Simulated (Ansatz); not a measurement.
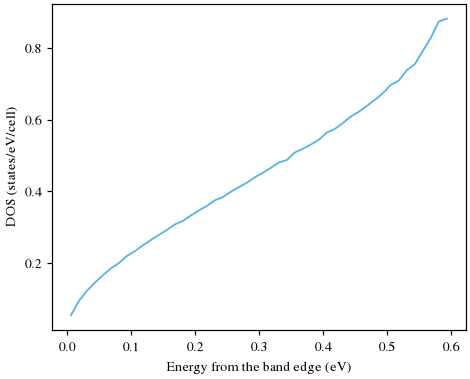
Fig. 1. Density of states of SrHfO3 (Pm-3m) above the conduction band minimum, PBEsol, rigid bands (Ansatz, a program for electronic structure); cell volume 69.2 Å³.

What effective density of states at 300 K does this give (∫ g(E) exp(−E/k_BT) dE, both spins, divided by the cell's size)?

3.8e19 cm⁻³, a density-of-states mass of 1.31 mₑ, valleys and band degeneracy included.

Spin-orbit coupling is left out. Geometry: cell and atoms relaxed with PBEsol.

Formula and space group known from diffraction (Crystallography Open Database), not checked to be the room-temperature form: SrHfO3 (Pm-3m).
